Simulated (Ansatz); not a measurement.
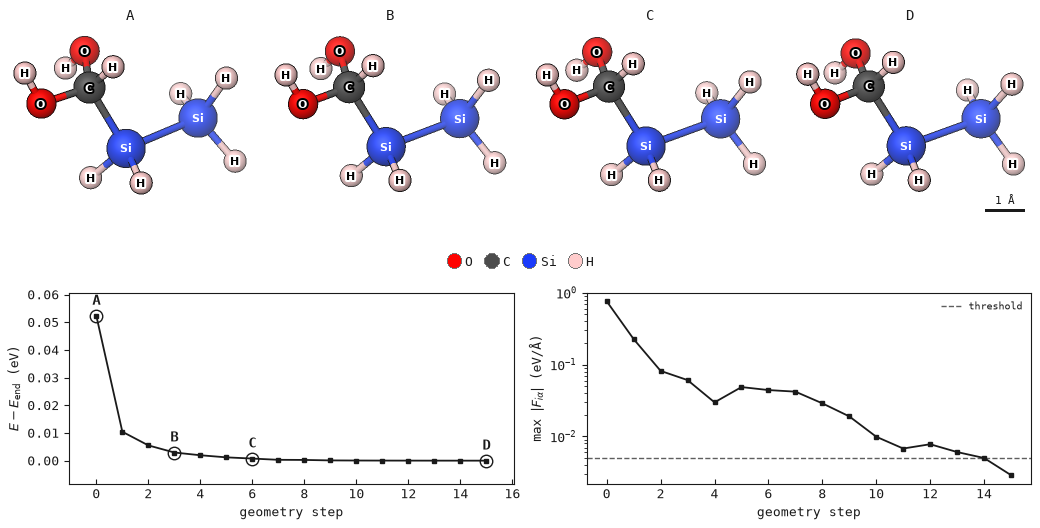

Frames of a relaxation of CH₈O₂Si₂, marked on the history of the run. Style: ball-and-stick. Shown at a tilt.

The start comes from PBE-D4/def2-SVP.

The calculation used RKS PBE0-D4/def2-TZVP in Ansatz.

The input:
```yaml
crystal:
  periodic: [false, false, false]
  atoms:
    - {symbol: O, position_ang: [0.323686, 1.011687, 1.488104]}
    - {symbol: C, position_ang: [-0.632676, 0.014018, 1.153577]}
    - {symbol: O, position_ang: [-1.939317, 0.342014, 1.563217]}
    - {symbol: Si, position_ang: [-0.669208, -0.289465, -0.757131]}
    - {symbol: Si, position_ang: [1.579423, -0.435332, -1.430067]}
    - {symbol: H, position_ang: [0.055464, 1.828505, 1.021900]}
    - {symbol: H, position_ang: [-0.250807, -0.901093, 1.667882]}
    - {symbol: H, position_ang: [-1.932216, 0.391376, 2.540735]}
    - {symbol: H, position_ang: [-1.312946, 0.917015, -1.392943]}
    - {symbol: H, position_ang: [-1.459244, -1.518678, -1.120639]}
    - {symbol: H, position_ang: [1.702846, -0.899091, -2.859037]}
    - {symbol: H, position_ang: [2.317340, -1.409195, -0.548499]}
    - {symbol: H, position_ang: [2.237856, 0.913638, -1.312598]}
basis:
  gaussian: {orbitals: def2-TZVP}
hamiltonian: {xc: pbe0, dispersion: d4}
relax: {f_tol: 0.005, max_steps: 150}
```

Command:
```bash
ansatz run in.yaml --threads 4 --pin off --events-out ev --progress --plain --max-ram 10444MiB
```

> Describe the path.

H6 moves most after the best rigid fit: 0.30 Å. Largest moves by element: H 0.30 Å, O 0.25 Å, Si 0.09 Å, C 0.06 Å. Among the contacts that change: C2–H7 1.117 → 1.098 Å, C2–Si4 1.935 → 1.916 Å, Si4–H10 1.506 → 1.488 Å, O1–H6 0.978 → 0.963 Å. Among the angles between lasting bonds that change: C2–Si4–Si5 105.9° → 109.0°. The energy falls by 0.052 eV in 15 geometry steps. Largest force component: 0.76 eV/Å at the start, 0.0029 eV/Å at the end. Cost: 71 s on 4 threads of Arm Neoverse V1, with other jobs on the host. From step 0 to 3: O and H atoms move most (0.12 Å), energy −0.049 eV. From step 3 to 6: H6 moves most (0.11 Å), energy −0.002 eV. From step 6 to 15: H atoms move most (0.09 Å), energy −0.001 eV.
